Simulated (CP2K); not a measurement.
# AM1 run of HCl (hydrogen chloride)

Aim: the vertical electron affinity of HCl (hydrogen chloride) at AM1, from 2 runs. 

The results are computed with CP2K 2026.2.

## 1. Starting point

HCl: 2 atoms, total charge 0, spin state singlet. SMILES: `Cl`. Geometry: relaxed at PBE0-D4/def2-TZVP.

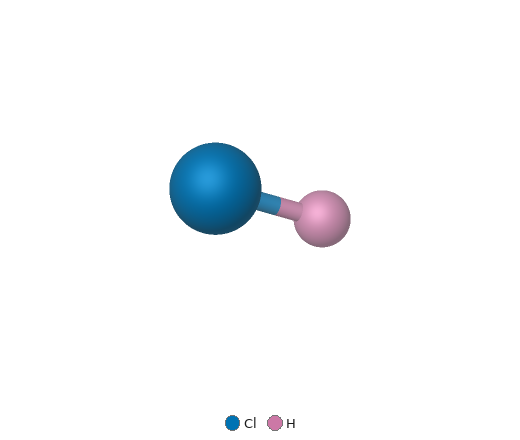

The structure, seen from a chosen angle (chlorine blue, hydrogen pink).

## 2. A single-point energy at AM1

Input file molecule.pdb:

```
HETATM    1 Cl   MOL A   1       0.546  -0.178   0.281  1.00  0.00          CL
HETATM    2 H    MOL A   1      -0.546   0.178  -0.281  1.00  0.00           H
END
```

Input file molecule.inp:

```
&force_eval
 method Quickstep
 &dft
  charge 0
  multiplicity 1
  &qs
   method AM1
   eps_default 1.0E-10
   &se
    &coulomb
     cutoff [angstrom] 50
     rc_range [angstrom] 0
    &end coulomb
    &exchange
     cutoff [angstrom] 50
     rc_range [angstrom] 0
    &end exchange
   &end se
  &end qs
  ! cluster boundary conditions
  &poisson
   periodic NONE
   poisson_solver ANALYTIC
  &end poisson
  ! self-consistent field
  &scf
   scf_guess ATOMIC
   eps_scf 1.0E-07
   max_scf 80
   added_mos 4
   &diagonalization
    algorithm STANDARD
   &end diagonalization
   &mixing
    method DIRECT_P_MIXING
    alpha 0.4
   &end mixing
  &end scf
  &print
   &moments
    periodic F
    reference COM
    max_moment 1
   &end moments
   &mo ON
    energies T
    occupation_numbers T
    ndigits 6
    &each
     qs_scf 0
    &end each
    add_last NUMERIC
   &end mo
   &hirshfeld OFF
   &end hirshfeld
  &end print
 &end dft
 ! structure
 &subsys
  &cell
   abc [angstrom] 13.1 12.4 12.6
   periodic NONE
  &end cell
  &topology
   coord_file_name molecule.pdb
   coord_file_format PDB
   conn_file_format OFF
   &center_coordinates
   &end center_coordinates
  &end topology
 &end subsys
&end force_eval

&global
 project molecule
 run_type ENERGY
 print_level MEDIUM
&end global
```

The run is started by

```sh
OMP_NUM_THREADS=1 cp2k.psmp -i molecule.inp -o molecule.out
```

The program printed:

```text
CP2K| version string:                                       CP2K version 2026.2
[...]
 GLOBAL| Method name                                                        CP2K
[...]
 GLOBAL| Run type                                                         ENERGY
[...]
 *** WARNING in qs_environment.F:2210 :: More added MOs requested than     ***
 *** available. The full set of unoccupied MOs will be used. Use           ***
 *** 'ADDED_MOS -1' to always use all available MOs and to get rid of this ***
[...]
                             - Atoms:                                          2
[...]
                             - Spherical basis functions:                      5
[...]
 Number of electrons:                                                          8
[...]
     1 P_Mix/Diag. 0.40E+00    0.0     0.69842234       -13.4471967381 -1.34E+01
[...]
    14 DIIS/Diag.  0.10E-10    0.0     0.00000004       -14.2652910431 -2.93E-12
  *** SCF run converged in    14 steps ***
  Core-core repulsion energy [eV]:                             65.32428700241883
  Core Hamiltonian energy [eV]:                              -638.28216152526829
  Two-electron integral energy [eV]:                          369.55912824961166
  Electronic energy [eV]:                                    -453.50259740046243
  Total energy [eV]:                                         -388.17831039804355
  Atomic reference energy [eV]:                               387.11133966237077
  Heat of formation [kcal/mol]:                               -24.60493163466291
[...]
 SE_DIPOLE| Moment [Debye]          1.17495064      -0.38304252       0.60469071
 SE_DIPOLE| Derivative [a.u.]       0.00000000       0.00000000       0.00000000
 ENERGY| Total FORCE_EVAL ( QS ) energy [hartree]            -14.265291043054251
[...]
```

It took 0.26 s on 1 thread of Arm Neoverse V1, shared host.

## 3. The doublet anion

molecule.pdb is that of step 2.

Input file calc.inp:

```
&GLOBAL
 PROJECT calc
 RUN_TYPE ENERGY
 PRINT_LEVEL MEDIUM
&END
&FORCE_EVAL
 METHOD Quickstep
 &DFT
  CHARGE -1
  MULTIPLICITY 2
  UKS T
  &QS
   METHOD AM1
   EPS_DEFAULT 1.0E-10
   &SE
    &COULOMB
     CUTOFF [angstrom] 50
     RC_RANGE [angstrom] 0
    &END
    &EXCHANGE
     CUTOFF [angstrom] 50
     RC_RANGE [angstrom] 0
    &END
   &END
  &END
  &POISSON
   PERIODIC NONE
   POISSON_SOLVER ANALYTIC
  &END
  &SCF
   SCF_GUESS ATOMIC
   EPS_SCF 1.0E-07
   MAX_SCF 80
   ADDED_MOS 4
   &DIAGONALIZATION
    ALGORITHM STANDARD
   &END
   &MIXING
    METHOD DIRECT_P_MIXING
    ALPHA 0.4
   &END
  &END
  &PRINT
   &MOMENTS
    PERIODIC F
    REFERENCE COM
    MAX_MOMENT 1
   &END
   &MO ON
    ENERGIES T
    OCCUPATION_NUMBERS T
    NDIGITS 6
    &EACH
     QS_SCF 0
    &END
    ADD_LAST NUMERIC
   &END
   &HIRSHFELD OFF
   &END
  &END
 &END
 &SUBSYS
  &CELL
   ABC 13.1 12.4 12.6
   PERIODIC NONE
  &END
  &TOPOLOGY
   COORD_FILE_NAME molecule.pdb
   COORD_FILE_FORMAT PDB
   CONN_FILE_FORMAT OFF
   &CENTER_COORDINATES
   &END
  &END
 &END
&END
```

The run is started by

```sh
OMP_NUM_THREADS=1 cp2k.psmp -i calc.inp > calc.out 2>&1
```

The program printed:

```text
CP2K| version string:                                       CP2K version 2026.2
[...]
 GLOBAL| Method name                                                        CP2K
[...]
 GLOBAL| Run type                                                         ENERGY
[...]
 *** WARNING in qs_environment.F:2191 :: More ADDED_MOs requested for beta ***
 *** spin than available.                                                  ***
 *** WARNING in qs_environment.F:2210 :: More added MOs requested than     ***
 *** available. The full set of unoccupied MOs will be used. Use           ***
 *** 'ADDED_MOS -1' to always use all available MOs and to get rid of this ***
[...]
                             - Atoms:                                          2
[...]
                             - Spherical basis functions:                      5
[...]
 Number of electrons:                                                          5
[...]
     1 P_Mix/Diag. 0.40E+00    0.0     0.40000000       -13.8527572262 -1.39E+01
[...]
    10 DIIS/Diag.  0.39E-07    0.0     0.00000004       -14.1978132150 -6.68E-09
  *** SCF run converged in    10 steps ***
  Core-core repulsion energy [eV]:                             65.32428700241883
  Core Hamiltonian energy [eV]:                              -675.55337296382243
  Two-electron integral energy [eV]:                          447.77388128992499
  Electronic energy [eV]:                                    -451.66643231885996
  Total energy [eV]:                                         -386.34214531644108
  Atomic reference energy [eV]:                               387.11133966237077
  Heat of formation [kcal/mol]:                                17.73804441172022
[...]
 SE_DIPOLE| Moment [Debye]         -1.57254272       0.51266045      -0.80931228
 SE_DIPOLE| Derivative [a.u.]       0.00000000       0.00000000       0.00000000
 ENERGY| Total FORCE_EVAL ( QS ) energy [hartree]            -14.197813214977526
[...]
```

Wall time 0.26 s (1 thread of Arm Neoverse V1, shared host).

## 4. What came out

At AM1:

| quantity | value |
| --- | --- |
| singlet HCl: total energy | -14.26529 Eh |
| singlet HCl: dipole moment | 1.38 D |
| singlet HCl: HOMO energy | -12.34 eV |
| singlet HCl: LUMO energy | 1.89 eV |
| singlet HCl: HOMO–LUMO gap | 14.23 eV |
| singlet HCl: heat of formation | -24.6 kcal/mol |
| doublet anion: total energy | -14.19781 Eh |
| doublet anion: HOMO energy (highest over α and β) | 1.79 eV |
| doublet anion: LUMO energy (lowest over α and β) | 12.98 eV |
| doublet anion: heat of formation | 17.7 kcal/mol |
| vertical electron affinity (to the doublet anion) | -1.836 eV |

**Reading.** The anion lies 1.84 eV (42 kcal/mol) above the neutral: the electron isn't bound at this level. The HOMO (doublet anion) lies at positive energy, 1.79 eV: the electron is unbound at this level or held by a compact basis; values depend on the basis.
